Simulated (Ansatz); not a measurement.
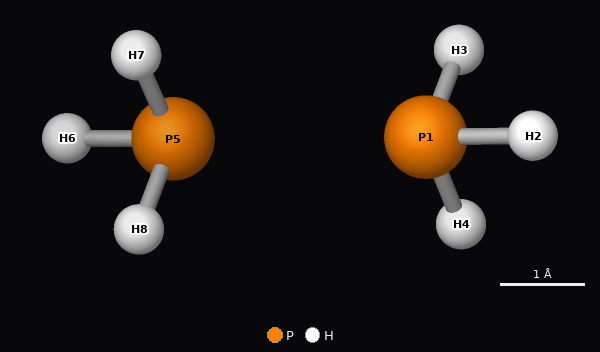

**Figure 1.** The input geometry (ball-and-stick view, seen at a tilt; atoms are numbered from 1 in the order of the input). Bond lengths as drawn: H–P 1.44 Å.

**Geometry relaxation of P₂H₆**

The run: geometry relaxation of P₂H₆, SMILES P.P. Method and program: RKS PBE0-D4/def2-TZVP (Ansatz 0.2.0).

Figures and captions count atoms from 1; the log counts them from 0 in places.

### Input file
```yaml
crystal:
  periodic: [false, false, false]
  atoms:
    - {symbol: P, position_ang: [0.235746, -0.189406, -1.668959]}
    - {symbol: H, position_ang: [0.454893, -0.362849, -3.085927]}
    - {symbol: H, position_ang: [0.198815, 1.244558, -1.783590]}
    - {symbol: H, position_ang: [-1.192157, -0.301588, -1.808885]}
    - {symbol: P, position_ang: [-0.219814, 0.194498, 1.661166]}
    - {symbol: H, position_ang: [-0.442879, 0.403231, 3.072550]}
    - {symbol: H, position_ang: [1.210376, 0.248931, 1.810771]}
    - {symbol: H, position_ang: [-0.244879, -1.237275, 1.802874]}
basis:
  gaussian: {orbitals: def2-TZVP}
hamiltonian: {xc: pbe0, dispersion: d4}
relax: {f_tol: 0.005, max_steps: 200}
```

Command:
```bash
ansatz run in.yaml --threads 2 --pin off --events-out ev --progress --plain --max-ram 5222MiB
```

### Log
```
Functional definition: PBE0
  name "PBE0"
  cite "Adamo & Barone, J. Chem. Phys. 110, 6158 (1999) doi:10.1063/1.478522"
  cite "Perdew, Burke & Ernzerhof, Phys. Rev. Lett. 77, 3865 (1996) doi:10.1103/PhysRevLett.77.3865"
  parent pbe
  parameter a = 0.25
  parameter kappa = 0.804
  parameter beta = 0.06672455060314922
  exchange = (1 - a)*pbe_x(kappa = kappa, mu = beta*pi^2/3) + a*exact_x
  correlation = pbe_c(beta = beta)
828 factors; their error is unknown
mean field evaluation 1: about -18667.1803 eV, gradient 1.4e1 eV
mean field evaluation 2: about -18667.5953 eV, gradient 1.0e1 eV
mean field evaluation 4: about -18667.8641 eV, gradient 4.4e-1 eV
mean field evaluation 8: about -18667.8823 eV, gradient 7.1e-3 eV
mean field -18667.88227823 eV, -686.0320201799 hartree, gradient 7.1e-5 eV, S^2 0.000000; 0 other end points of the search recorded, 0 dependent functions left out
the calculation of the forces begins
reference -18667.88231135 eV, -686.0320213971 hartree; 18, 18 occupied and 92, 92 virtual orbitals, 828 factors
relax step   1: F+E_penalty+E_count = -18667.97866107 eV  Δ(F+E_penalty+E_count) = +0.000e0 eV  max|allowed force component| = 6.122e-1 eV/Å  Δτ_max = 0.0000 Å  (22 SCF iters, accepted)
these checks for a lower state are left out or cut short: starts, cluster_reference, orbital_swaps, neighbouring_geometries, increment
828 factors; their error is unknown
mean field evaluation 16: about -18667.9152 eV, gradient 2.4e-5 eV
mean field -18667.91516932 eV, -686.0332289052 hartree, gradient 6.6e-6 eV, S^2 0.000000; 0 other end points of the search recorded, 0 dependent functions left out
the calculation of the forces begins
reference -18667.91520281 eV, -686.0332301358 hartree; 18, 18 occupied and 92, 92 virtual orbitals, 828 factors
relax step   2: F+E_penalty+E_count = -18668.00610268 eV  Δ(F+E_penalty+E_count) = -2.744e-2 eV  max|allowed force component| = 1.629e-1 eV/Å  Δτ_max = 0.1062 Å  (26 SCF iters, accepted)
these checks for a lower state are left out or cut short: starts, cluster_reference, orbital_swaps, neighbouring_geometries, increment
828 factors; their error is unknown
mean field -18667.91773541 eV, -686.0333232071 hartree, gradient 2.6e-5 eV, S^2 0.000000; 0 other end points of the search recorded, 0 dependent functions left out
the calculation of the forces begins
reference -18667.91776868 eV, -686.0333244297 hartree; 18, 18 occupied and 92, 92 virtual orbitals, 828 factors
relax step   3: F+E_penalty+E_count = -18668.01042502 eV  Δ(F+E_penalty+E_count) = -4.322e-3 eV  max|allowed force component| = 2.092e-2 eV/Å  Δτ_max = 0.0389 Å  (26 SCF iters, accepted)
these checks for a lower state are left out or cut short: starts, cluster_reference, orbital_swaps, neighbouring_geometries, increment
828 factors; their error is unknown
mean field evaluation 32: about -18667.9180 eV, gradient 2.6e-5 eV
mean field -18667.91804869 eV, -686.0333347199 hartree, gradient 2.6e-5 eV, S^2 0.000000; 0 other end points of the search recorded, 0 dependent functions left out
the calculation of the forces begins
reference -18667.91808194 eV, -686.0333359420 hartree; 18, 18 occupied and 92, 92 virtual orbitals, 828 factors
relax step   4: F+E_penalty+E_count = -18668.01097329 eV  Δ(F+E_penalty+E_count) = -5.483e-4 eV  max|allowed force component| = 6.696e-3 eV/Å  Δτ_max = 0.0266 Å  (24 SCF iters, accepted)
these checks for a lower state are left out or cut short: starts, cluster_reference, orbital_swaps, neighbouring_geometries, increment
828 factors; their error is unknown
mean field -18667.91783348 eV, -686.0333268112 hartree, gradient 1.6e-5 eV, S^2 0.000000; 0 other end points of the search recorded, 0 dependent functions left out
the calculation of the forces begins
reference -18667.91786672 eV, -686.0333280327 hartree; 18, 18 occupied and 92, 92 virtual orbitals, 828 factors
relax step   5: F+E_penalty+E_count = -18668.01102905 eV  Δ(F+E_penalty+E_count) = -5.577e-5 eV  max|allowed force component| = 1.682e-3 eV/Å  Δτ_max = 0.0096 Å  (21 SCF iters, accepted)
these checks for a lower state are left out or cut short: starts, cluster_reference, orbital_swaps, neighbouring_geometries, increment
828 factors; their error is unknown
mean field -18667.91751329 eV, -686.0333150445 hartree, gradient 2.5e-5 eV, S^2 0.000000; 0 other end points of the search recorded, 0 dependent functions left out
the calculation of the forces begins
reference -18667.91754651 eV, -686.0333162652 hartree; 18, 18 occupied and 92, 92 virtual orbitals, 828 factors
relax step   6: F+E_penalty+E_count = -18668.01105296 eV  Δ(F+E_penalty+E_count) = -2.390e-5 eV  max|allowed force component| = 2.520e-3 eV/Å  Δτ_max = 0.0120 Å  (25 SCF iters, accepted)
```

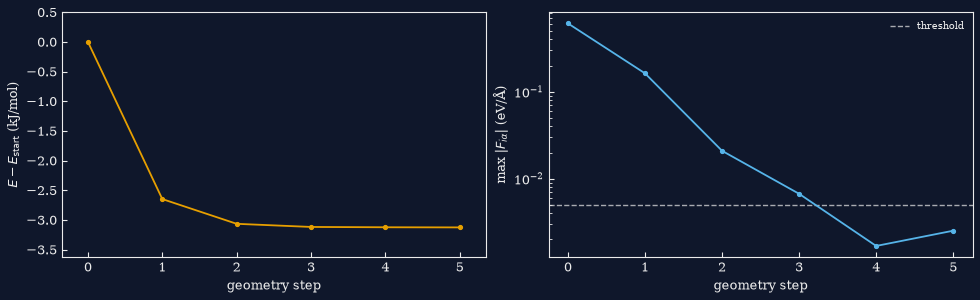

**Figure 2.** Progress of the relaxation, step by step (the first geometry is step 0 here and step 1 in the log).

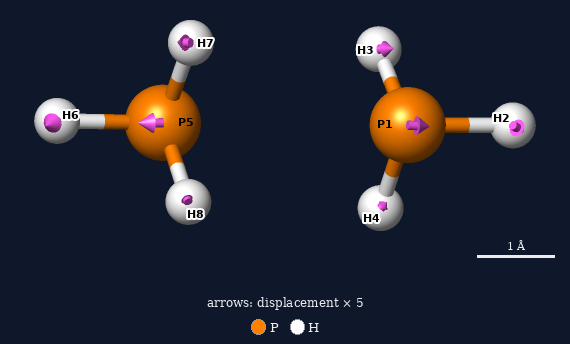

**Figure 3.** The starting structure with the displacements as pink arrows, magnified 5 times (ball-and-stick view, seen at a tilt). The two geometries are laid on each other by the best rigid fit. The largest move after the best rigid fit is that of P5, 0.069 Å. Largest moves by element: P 0.069 Å, H 0.067 Å. Among the contacts that change: P1–H2 1.444 → 1.421 Å. Over 5 geometry steps the energy falls by 3.13 kJ/mol. Largest force component: 0.61 eV/Å at the start, 0.0025 eV/Å at the end. (Atoms are counted from 1 in the order of the input.)

```
828 factors; their error is unknown
mean field -18667.91751329 eV, -686.0333150445 hartree, gradient 2.5e-5 eV, S^2 0.000000; 1 other end points of the search recorded, 0 dependent functions left out
the calculation of the forces begins
reference -18667.91754651 eV, -686.0333162652 hartree; 18, 18 occupied and 92, 92 virtual orbitals, 828 factors
Total energy: -18668.01108617 eV, -686.0367537845 hartree
Atom 0 at     0.240123    -0.196851    -1.730950 Å, force     0.001667    -0.001567    -0.002013 eV/Å
Atom 1 at     0.427937    -0.358236    -3.130587 Å, force    -0.000413     0.000343     0.002520 eV/Å
Atom 2 at     0.227886     1.219180    -1.806641 Å, force    -0.000186     0.000769    -0.000536 eV/Å
Atom 3 at    -1.171546    -0.298945    -1.819689 Å, force    -0.001141     0.000521    -0.000389 eV/Å
Atom 4 at    -0.231704     0.202767     1.728781 Å, force    -0.001910     0.001119     0.002342 eV/Å
Atom 5 at    -0.427435     0.366628     3.127029 Å, force     0.000600    -0.000517    -0.002516 eV/Å
Atom 6 at     1.180862     0.278906     1.828297 Å, force     0.000800    -0.000125     0.000414 eV/Å
Atom 7 at    -0.246021    -1.213349     1.803760 Å, force     0.000582    -0.000544     0.000179 eV/Å
Dipole moment:    -0.001809    -0.001052     0.000897 e Å
```

### Trajectory as extended XYZ (Å, eV, eV/Å), 6 frames, from step=1 to step=6
```
8
Properties=species:S:1:pos:R:3:forces:R:3 step=1 energy=-18667.97866
P     0.2357   -0.1894   -1.6690   -0.3919   0.3649  -0.6036
H     0.4549   -0.3628   -3.0859   -0.0386   0.0236   0.4190
H     0.1988    1.2446   -1.7836    0.0366  -0.4059   0.0705
H    -1.1922   -0.3016   -1.8089    0.4058   0.0064   0.0755
P    -0.2198    0.1945    1.6612    0.3699  -0.3659   0.6122
H    -0.4429    0.4032    3.0726    0.0404  -0.0350  -0.4161
H     1.2104    0.2489    1.8108   -0.4058   0.0106  -0.0776
H    -0.2449   -1.2373    1.8029   -0.0164   0.4013  -0.0799
8
Properties=species:S:1:pos:R:3:forces:R:3 step=2 energy=-18668.00610
P     0.2297   -0.1825   -1.7745   -0.1079   0.0973  -0.1539
H     0.4481   -0.3575   -3.1763   -0.0404   0.0350   0.1629
H     0.2017    1.2398   -1.8640    0.0044  -0.1494   0.0012
H    -1.1862   -0.3013   -1.8893    0.1485   0.0125   0.0061
P    -0.2145    0.1879    1.7671    0.1014  -0.0990   0.1558
H    -0.4371    0.3959    3.1635    0.0396  -0.0403  -0.1605
H     1.2041    0.2506    1.8920   -0.1484  -0.0053  -0.0069
H    -0.2458   -1.2327    1.8816    0.0029   0.1492  -0.0047
8
Properties=species:S:1:pos:R:3:forces:R:3 step=3 energy=-18668.01043
P     0.2319   -0.1853   -1.7434    0.0121  -0.0111   0.0032
H     0.4414   -0.3526   -3.1383    0.0076  -0.0077  -0.0209
H     0.2053    1.2292   -1.8321    0.0008   0.0150   0.0107
H    -1.1763   -0.3031   -1.8563   -0.0152  -0.0014   0.0107
P    -0.2169    0.1907    1.7361   -0.0123   0.0116  -0.0025
H    -0.4313    0.3893    3.1261   -0.0079   0.0069   0.0206
H     1.1939    0.2540    1.8592    0.0151   0.0019  -0.0103
H    -0.2479   -1.2222    1.8486   -0.0002  -0.0151  -0.0115
8
Properties=species:S:1:pos:R:3:forces:R:3 step=4 energy=-18668.01097
P     0.2421   -0.1957   -1.7435   -0.0067   0.0054   0.0022
H     0.4306   -0.3479   -3.1438    0.0025  -0.0027  -0.0035
H     0.2180    1.2207   -1.8129    0.0015  -0.0025   0.0023
H    -1.1689   -0.3082   -1.8341    0.0027  -0.0003   0.0031
P    -0.2286    0.2016    1.7374    0.0056  -0.0058  -0.0019
H    -0.4242    0.3767    3.1339   -0.0024   0.0017   0.0038
H     1.1846    0.2669    1.8391   -0.0026   0.0015  -0.0026
H    -0.2535   -1.2140    1.8239   -0.0005   0.0027  -0.0034
8
Properties=species:S:1:pos:R:3:forces:R:3 step=5 energy=-18668.01103
P     0.2410   -0.1960   -1.7380    0.0010  -0.0009   0.0001
H     0.4297   -0.3527   -3.1380   -0.0003  -0.0002   0.0017
H     0.2222    1.2202   -1.8102    0.0006   0.0010   0.0001
H    -1.1702   -0.3040   -1.8277   -0.0013   0.0000   0.0004
P    -0.2297    0.2019    1.7336   -0.0009   0.0011   0.0001
H    -0.4259    0.3726    3.1308    0.0001  -0.0006  -0.0014
H     1.1831    0.2720    1.8344    0.0008   0.0008  -0.0003
H    -0.2501   -1.2138    1.8150    0.0000  -0.0012  -0.0007
8
Properties=species:S:1:pos:R:3:forces:R:3 step=6 energy=-18668.01105
P     0.2401   -0.1969   -1.7309    0.0017  -0.0016  -0.0020
H     0.4279   -0.3582   -3.1306   -0.0004   0.0003   0.0025
H     0.2279    1.2192   -1.8066   -0.0002   0.0008  -0.0005
H    -1.1715   -0.2989   -1.8197   -0.0011   0.0005  -0.0004
P    -0.2317    0.2028    1.7288   -0.0019   0.0011   0.0023
H    -0.4274    0.3666    3.1270    0.0006  -0.0005  -0.0025
H     1.1809    0.2789    1.8283    0.0008  -0.0001   0.0004
H    -0.2460   -1.2133    1.8038    0.0006  -0.0005   0.0002
```

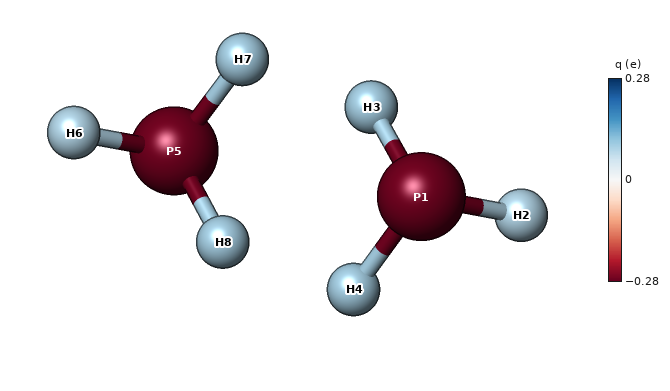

**Figure 4.** Mulliken charges, as the colour of each atom (ball-and-stick view, seen at a tilt; atoms are numbered from 1 in the order of the input). By element: P −0.27 and H +0.08 to +0.09 e.

### Results in brief

- outcome: converged
- total energy: −18668.0111 eV
- mean-field energy: −18667.9175 eV
- dispersion energy: −0.0935 eV
- SCF solution under orbital rotations: stable
- largest force (length of the vector) at the end: 0.003 eV/Å
- dipole moment: 0.01 D
- hardware: 2 threads of Arm Neoverse V1, 23 GiB of memory available, shared host
- wall time: 10 s (CPU time 19 s)
- peak memory: 0.17 GiB
